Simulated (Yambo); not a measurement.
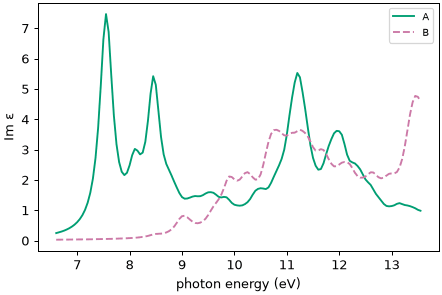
*Two computed absorption spectra of KCl (rock salt, space group Fm-3m, No. 225) under isotropic strain of -3 % on all lattice vectors (Yambo, PBEsol bands with the same scissor, field along x)*

Question: Which curve includes the electron-hole attraction (BSE), and where are its main peaks?

Answer: Curve A: the attraction moves weight to lower energy (centre of the plotted range 10.0 eV against 11.5 eV). Its peaks lie at 7.5 eV, 8.4 eV, 11.2 eV, 11.9 eV. Settings: 8×8×8 mesh, 3 valence and 6 conduction bands, static screening with 30 bands and a 4 Ry block, scissor 3.06 eV, Tamm-Dancoff. The scissor comes from a G0W0 run whose convergence isn't established. Broadening 0.15 eV. The band window holds all transitions up to 15.1 eV. Fine structure above the onset can come from the mesh.

Geometry strained from the cell relaxed with PBEsol, atoms relaxed again; primitive cell a = 4.281 Å, b = 4.281 Å, c = 4.281 Å, α = 60.00°, β = 60.00°, γ = 60.00°.
